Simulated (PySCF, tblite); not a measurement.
# C8H9O radical: geometry, infrared bands and EPR parameters

What infrared bands and EPR parameters should C8H9O radical (`[H]/[C]=C\C1=CC(=O)CCC1`) show?

The runs use tblite 0.8.0 and PySCF 2.14.0, with density-fitted response routines of our own; the level of theory stands in each step. All values are computed, except where a source is named. Atoms count from 0, in the outputs and in this text.

**1. The molecule as given**

18 atoms, charge 0, multiplicity 2; geometry from: force field or distance geometry start.

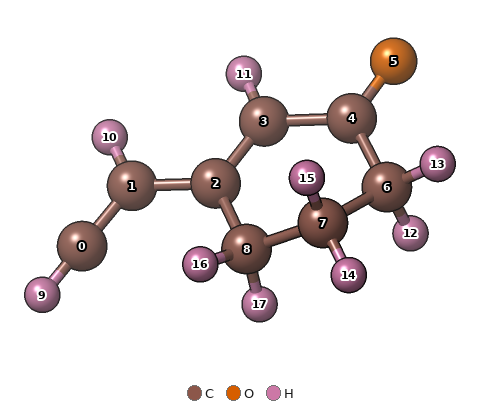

As it starts; carbon brown, oxygen orange, hydrogen pink, atoms numbered.

**2. Geometry optimisation with GFN2-xTB**

The job: settings as JSON, then the geometry in Å.

```
{"job": {"kind": "relax", "xc": "GFN2-xTB", "basis": "xTB"}, "charge": 0, "multiplicity": 2}
C      3.120000    -0.430500     0.343400
C      2.227800     0.518900     0.512600
C      0.818900     0.343200     0.277100
C     -0.037100     1.352000     0.576900
C     -1.503200     1.195900     0.417800
O     -2.244500     2.133700     0.705700
C     -2.041100    -0.129500    -0.060500
C     -1.047800    -0.812200    -0.981900
C      0.329400    -0.953700    -0.338200
H      3.831100    -1.198000     0.204400
H      2.574300     1.465200     0.916200
H      0.281100     2.285600     1.013000
H     -2.252400    -0.748900     0.834200
H     -2.979100     0.037700    -0.592200
H     -1.432200    -1.798200    -1.267300
H     -0.964400    -0.232700    -1.899800
H      1.018000    -1.293900    -1.112900
H      0.292600    -1.728200     0.439700
```

Command:

```sh
OMP_NUM_THREADS=1 python probes_run.py task.json out
```

The driver reads the jobs from task.json and runs them one after another.

The program printed:

```text
step      E/eV     max force
  0    -697.49276    2.086
  1    -697.54125    1.777
  2    -697.57085    0.394
  3    -697.57994    0.365
  4    -697.59336    0.401
  5    -697.59945    0.178
  6    -697.60198    0.193
  7    -697.60490    0.168
  8    -697.60763    0.097
  9    -697.60827    0.066
 10    -697.60964    0.090
 11    -697.61166    0.195
 12    -697.61573    0.302
 13    -697.62132    0.353
 14    -697.62767    0.291
 15    -697.64052    0.288
 16    -697.65086    0.336
 17    -697.66353    0.418
 18    -697.67211    0.384
 19    -697.68099    0.191
 20    -697.68672    0.195
 21    -697.69002    0.174
 22    -697.69468    0.165
 23    -697.69772    0.122
 24    -697.70058    0.150
 25    -697.70354    0.183
 26    -697.70678    0.145
 27    -697.70958    0.180
 28    -697.71180    0.113
 29    -697.71373    0.095
 30    -697.71534    0.093
 31    -697.71685    0.092
 32    -697.71838    0.101
 33    -697.71999    0.102
 34    -697.72140    0.073
 35    -697.72233    0.055
 36    -697.72294    0.051
 37    -697.72349    0.051
 38    -697.72404    0.051
 39    -697.72449    0.050
 40    -697.72481    0.040
 41    -697.72501    0.028
 42    -697.72513    0.023
 43    -697.72521    0.021
 44    -697.72526    0.022
 45    -697.72532    0.021
 46    -697.72536    0.016
 47    -697.72540    0.015
 48    -697.72543    0.012
 49    -697.72545    0.015
 50    -697.72547    0.013
 51    -697.72549    0.009
```

Run time: 0.3 s. Hardware: 1 thread of Arm Neoverse V2, shared host.

Along the way: (not every step is listed)

```csv
step,energy from step 0 (eV),largest force (eV/Å)
0,0.0000,2.0857
1,-0.0485,1.7769
2,-0.0781,0.3938
3,-0.0872,0.3646
4,-0.1006,0.4009
5,-0.1067,0.1776
6,-0.1092,0.1932
7,-0.1121,0.1681
8,-0.1149,0.0969
11,-0.1189,0.1946
14,-0.1349,0.2907
17,-0.1708,0.4185
20,-0.1940,0.1949
23,-0.2050,0.1220
26,-0.2140,0.1454
29,-0.2210,0.0950
32,-0.2256,0.1010
35,-0.2296,0.0549
38,-0.2313,0.0508
41,-0.2323,0.0282
44,-0.2325,0.0218
46,-0.2326,0.0160
47,-0.2326,0.0147
48,-0.2327,0.0124
49,-0.2327,0.0149
50,-0.2327,0.0125
51,-0.2327,0.0090
```

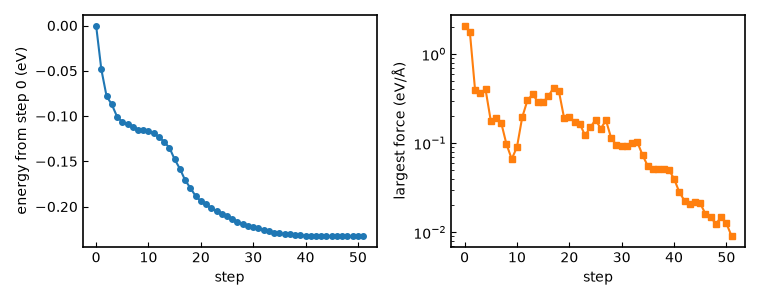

Energy and largest force along the relaxation.

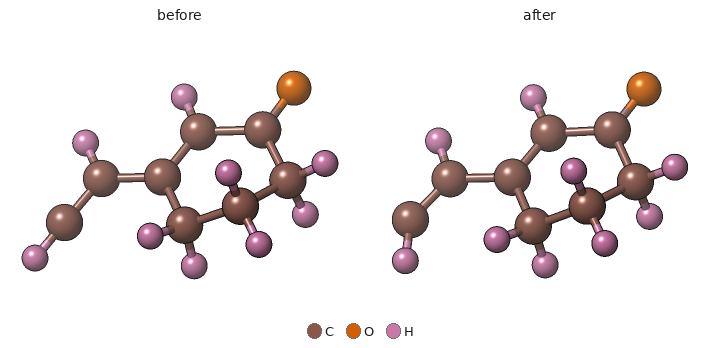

The geometry before (left) and after (right).

Close pairs (by a distance rule), those that changed most:

```csv
bond,before (Å),after (Å),change (Å)
C1–C2,1.439,1.472,+0.033
C3–C4,1.483,1.463,-0.020
C2–C8,1.517,1.497,-0.019
C4–O5,1.230,1.213,-0.017
C0–C1,1.314,1.299,-0.014
C6–H12,1.109,1.095,-0.014
C2–C3,1.357,1.343,-0.013
C0–H9,1.055,1.065,+0.009
```

The next job starts from the end point, and lists it.

**3. Vibrational analysis with GFN2-xTB**

The job: settings as JSON, then the geometry in Å.

```
{"job": {"kind": "ir", "xc": "GFN2-xTB", "basis": "xTB"}, "charge": 0, "multiplicity": 2}
C      3.198787    -0.340120     0.360788
C      2.251470     0.532903     0.530978
C      0.813938     0.348447     0.273458
C     -0.054090     1.327914     0.575259
C     -1.503507     1.206707     0.417710
O     -2.258305     2.117816     0.683307
C     -1.994234    -0.144749    -0.058323
C     -0.991343    -0.794999    -1.001901
C      0.355683    -0.954540    -0.304604
H      3.344218    -1.340605     0.027021
H      2.496448     1.515932     0.921919
H      0.286658     2.273265     0.974398
H     -2.128534    -0.769746     0.830569
H     -2.970521    -0.022322    -0.529504
H     -1.359906    -1.769007    -1.329126
H     -0.868174    -0.166147    -1.886870
H      1.103748    -1.330235    -1.004753
H      0.268905    -1.684195     0.508017
```

The program printed:

```text
mode    cm-1     km/mol
  1      70.8      1.57
  2      78.0      1.51
  3     166.4      2.34
  4     204.1      3.71
  5     248.6      0.55
  6     365.3      3.93
  7     396.0      7.36
  8     413.7      8.20
  9     460.2      1.46
 10     509.5      4.88
 11     544.2     14.12
 12     620.5      9.35
 13     636.6     10.46
 14     737.2    105.92
 15     791.8     18.83
 16     824.8      2.39
 17     876.7      5.57
 18     899.5      3.57
 19     915.4     39.03
 20     943.7      5.04
 21     984.4     13.96
 22    1040.9      4.57
 23    1086.2      2.39
 24    1118.3      7.16
 25    1133.5     10.67
 26    1179.6     46.55
 27    1202.6      2.64
 28    1214.6     10.26
 29    1229.6    143.07
 30    1287.2     20.31
 31    1311.8      1.57
 32    1339.8     12.68
 33    1347.3      4.79
 34    1448.1      4.89
 35    1459.6      9.01
 36    1488.4      1.66
 37    1609.9    238.22
 38    1675.9      7.18
 39    1720.5    433.70
 40    2932.9     16.15
 41    2945.0     11.25
 42    2976.0     51.30
 43    2984.2     15.47
 44    2985.5      7.94
 45    2990.8     47.71
 46    3002.0     30.56
 47    3077.5     20.25
 48    3195.6     14.27
```

Wall time 0.53 s (1 thread of Arm Neoverse V2, shared host).

Which atoms move in the most intense modes:

```csv
cm⁻¹,km/mol,atoms
737,105.9,"H9 42 %, C0 21 %, C1 11 %"
915,39.0,"H10 54 %, H9 24 %, C1 12 %"
1180,46.5,"H15 19 %, H14 16 %, C6 12 %, C4 10 %"
1230,143.1,"C4 43 %, H13 19 %, H11 10 %"
1610,238.2,"C2 41 %, C3 34 %, C1 12 %"
1720,433.7,"C4 60 %, O5 37 %"
2976,51.3,"H15 48 %, H14 40 %"
2991,47.7,"H16 52 %, H14 22 %, H15 16 %"
```

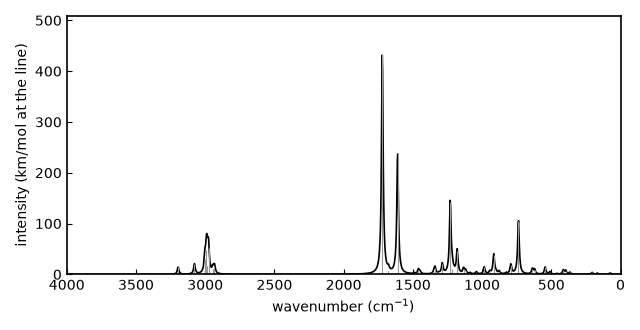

The infrared spectrum from these modes, unscaled. Lines are broadened to a width of 14 cm⁻¹ (Lorentzian).

**4. g tensor and hyperfine couplings: B3LYP/pcH-1**

Settings changed since step 3:

```diff
@@ -1,2 +1,2 @@
-{"job": {"kind": "ir", "xc": "GFN2-xTB", "basis": "xTB"}, "charge": 0, "multiplicity": 2}
+{"job": {"kind": "epr", "basis": "pcH-1"}, "charge": 0, "multiplicity": 2}
 C      3.198787    -0.340120     0.360788
```

With the program's defaults for keys left out, this is: UKS B3LYP, pcH-1 on C H O, non-relativistic, mean-field spin-orbit, GIAO.

The program printed:

```text
UKS, coarse grid
  cycle   1  E = -385.24414196  |g| = 6.31e-01
  cycle   2  E = -383.82601913  |g| = 1.64e+00
  cycle   3  E = -385.29775608  |g| = 4.13e-01
  cycle   4  E = -385.40484500  |g| = 1.16e-01
  cycle   5  E = -385.40732873  |g| = 8.70e-02
  cycle   6  E = -385.41136117  |g| = 1.77e-02
  cycle   7  E = -385.41152787  |g| = 5.52e-03
  cycle   8  E = -385.41155714  |g| = 2.86e-03
  cycle   9  E = -385.41157408  |g| = 1.83e-03
  cycle  10  E = -385.41158080  |g| = 1.35e-03
  cycle  11  E = -385.41158546  |g| = 5.06e-04
UKS, final grid
  cycle   1  E = -385.41168302  |g| = 6.27e-04
  cycle   2  E = -385.41168286  |g| = 1.14e-03
  cycle   3  E = -385.41168343  |g| = 2.28e-04
  cycle   4  E = -385.41168350  |g| = 1.48e-04
  cycle   5  E = -385.41168362  |g| = 1.12e-04
  cycle   6  E = -385.41168363  |g| = 2.06e-05
  cycle   7  E = -385.41168363  |g| = 7.18e-06
E = -385.41168363 Eh   <S^2> = 0.7640 (exact 0.7500)
g shifts (ppm)      1          2          3
  rmc          -147       -147       -147
  gc             34          4        -63
  oz_so        -873       -132        768
  total        -986       -275        559
hyperfine (MHz)  atom isotope    a_iso     a_fc   dipolar eigenvalues
    0   13C     329.10     329.10    -84.93    -57.98    142.91
    1   13C     -12.13     -12.13    -19.11      2.87     16.25
    2   13C      79.73      79.73     -9.44     -1.87     11.31
    3   13C      -4.69      -4.69     -8.74      2.74      6.00
    4   13C       5.22       5.22     -0.71      0.28      0.43
    5   17O       0.83       0.83     -3.32     -1.96      5.28
    6   13C      -0.06      -0.06     -0.25     -0.10      0.35
    7   13C      -0.21      -0.21     -0.29     -0.18      0.47
    8   13C      -1.52      -1.52     -1.06      0.18      0.88
    9    1H      31.00      31.00    -33.31     -7.74     41.04
   10    1H     122.36     122.36     -6.75     -5.72     12.47
   11    1H       3.64       3.64     -2.41     -1.67      4.08
   12    1H       0.06       0.06     -0.61     -0.46      1.07
   13    1H       0.02       0.02     -0.41     -0.30      0.72
   14    1H       1.07       1.07     -0.63     -0.61      1.23
   15    1H      -0.18      -0.18     -0.88     -0.77      1.64
   16    1H       0.99       0.99     -4.10     -2.73      6.83
   17    1H       3.42       3.42     -2.12     -1.87      3.98
```

Run time: 1.9 min. Hardware: 1 thread of Arm Neoverse V2, shared host; peak memory 1.2 GiB.

Principal g values 2.00133, 2.00204, 2.00288; g(iso) = 2.00209, against 2.00232 for a free electron.

Hyperfine couplings; where a row names several nuclei, a(iso) is their mean (it holds for fast rotation or exchange) and the dipolar term the largest among them:

```csv
nuclei,isotope,a(iso) (MHz),"a(iso) (G, at g = 2.0023)",largest dipolar term (MHz)
C0,13C,329.1,117.4,142.9
H10,1H,122.4,43.7,12.5
C2,13C,79.7,28.5,11.3
H9,1H,31.0,11.1,41.0
C1,13C,-12.1,-4.3,-19.1
C4,13C,5.2,1.9,-0.7
C3,13C,-4.7,-1.7,-8.7
H11,1H,3.6,1.3,4.1
"H16, H17",1H,2.2,0.8,6.8
C8,13C,-1.5,-0.5,-1.1
O5,17O,0.8,0.3,5.3
"H14, H15",1H,0.4,0.2,1.6
C7,13C,-0.2,-0.1,0.5
C6,13C,-0.1,0.0,0.4
```

Mulliken spin populations:

C0 1.07; C1 -0.17; C2 0.09; C3 -0.05; C4 0.01; O5 -0.01; C6 0.00; C7 0.00; C8 0.00; H9 0.00; H10 0.05; H11 0.00; H12 0.00; H13 0.00; H14 0.00; H15 0.00; H16 0.00; H17 0.00

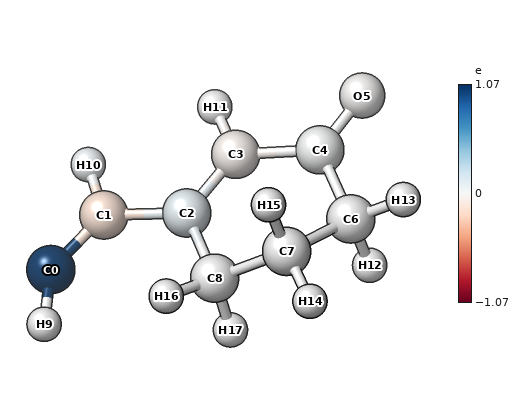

Mulliken spin populations, as colours on the atoms.

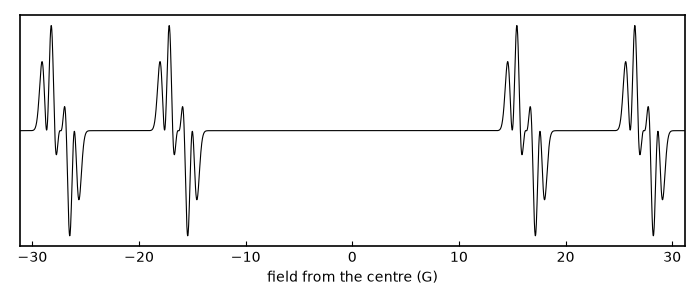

First-order isotropic spectrum (first derivative, main isotopes with spin only, couplings over 0.8 MHz, Gaussian width 0.3 G; couplings of the frozen geometry, rotation of groups not averaged beyond the rows shown).

Orbitals, density, ELF and potential are computed afterwards from the orbital file.

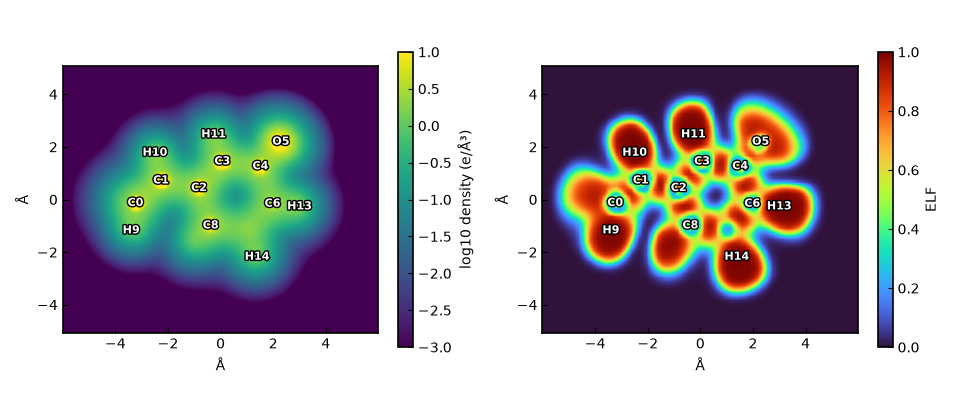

Density (left) and ELF (right) in a plane through or near 13 of the atoms.

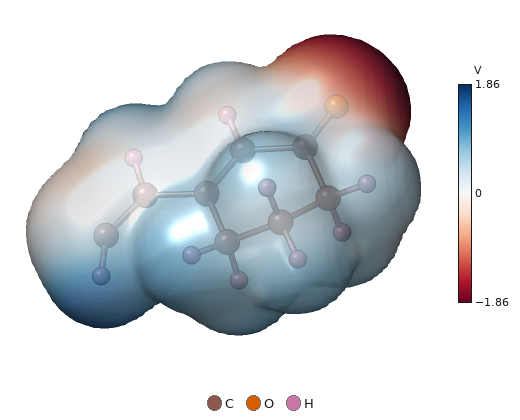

Electrostatic potential on the surface of density 0.002 e/bohr³; red is low, blue high. It runs from -1.86 V near O5 to 1.44 V near H9.

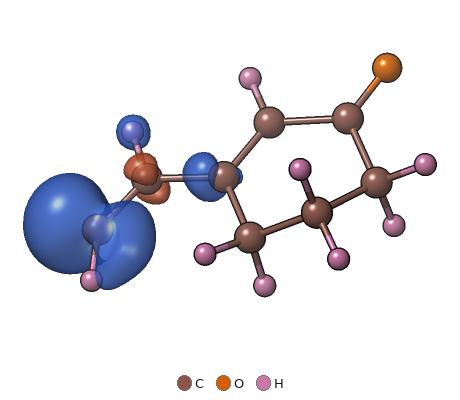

Spin density at ±0.05 e/Å³ (alpha excess blue, beta excess red).

**5. What came out**

```
                                                                  quantity                  value
                                 strongest single infrared mode (GFN2-xTB)  1720 cm⁻¹, 434 km/mol
                                              zero-point energy (GFN2-xTB)          89.6 kcal/mol
                                                            g(iso) (B3LYP)                2.00209
                                                                      ⟨S²⟩     0.764 (exact 0.75)
                                        largest a(iso) (averaged by class)   13C on C0, 329.1 MHz
potential on the surface of density 0.002 e/bohr³, 1st and 99th percentile     -1.86 V and 1.44 V
```

In words: Relaxing lowered the energy by 0.233 eV in 51 steps; the close pair that moved most is C1–C2, from 1.439 to 1.472 Å. No mode is imaginary among the 48: a minimum at this level. The strongest single mode, at 1720 cm⁻¹, moves mainly C4 and O5. Unscaled tight-binding wavenumbers are off by several per cent, some by more. Its intensities can rank the bands wrongly. Most of the unpaired spin sits on C0 (1.07 e). The isotropic g lies 0.2 ppt below the free-electron value. These values are for one conformer; the search (at its own cheap level) found 1 more, at 1.00 kcal/mol, and measured spectra average over such forms.
